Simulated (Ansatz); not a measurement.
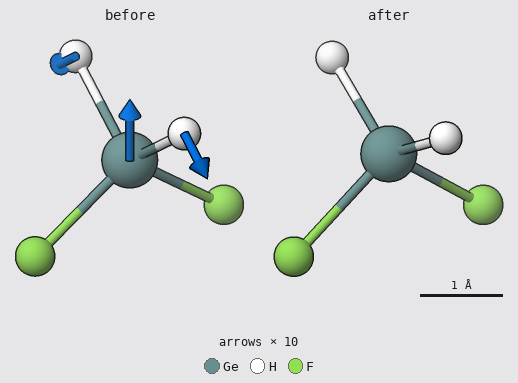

The structure of GeH$_{2}$F$_{2}$ before (left) and after (right) a relaxation, at one scale. The blue arrows give the displacements, magnified 10 times.

A ball-and-stick model, seen at a tilt.

The run prepares the start of a later molecular dynamics calculation, from a guessed geometry.

All numbers below come from RKS B3LYP-D4/def2-TZVP in Ansatz.

Input file:
```yaml
crystal:
  periodic: [false, false, false]
  atoms:
    - { symbol: Ge, position_ang: [0.0, 0.0, 0.0] }
    - { symbol: H, position_ang: [0.0, 0.0, 1.55] }
    - { symbol: F, position_ang: [1.5842, 0.0, -0.5594] }
    - { symbol: F, position_ang: [-0.7913, 1.3709, -0.5594] }
    - { symbol: H, position_ang: [-0.73, -1.2648, -0.5162] }
basis:
  gaussian: { orbitals: def2-TZVP }
hamiltonian:
  xc: b3lyp
  dispersion: d4
relax:
  f_tol: 0.02
  max_steps: 40
```

Launched with:
```bash
ansatz run input.yaml --threads 2 --pin off --max-ram 3072MiB --backend cpu --events-out ev --progress --plain --runs-dir out
```

> What changed between the two?

The largest move after the best rigid fit is that of Ge1, 0.085 Å. By element the largest moves are Ge 0.085 Å, H 0.069 Å, F 0.006 Å. Some distances before and after: Ge1–F3 1.680 → 1.735 Å, Ge1–H2 1.550 → 1.528 Å. Bond angles that change, for instance: H2–Ge1–H5 109.5° → 119.6°, F3–Ge1–F4 109.5° → 105.0°. After 4 geometry steps the energy has fallen by 3.62 kcal/mol. The largest force component goes from 2.3 to 0.0055 eV/Å.
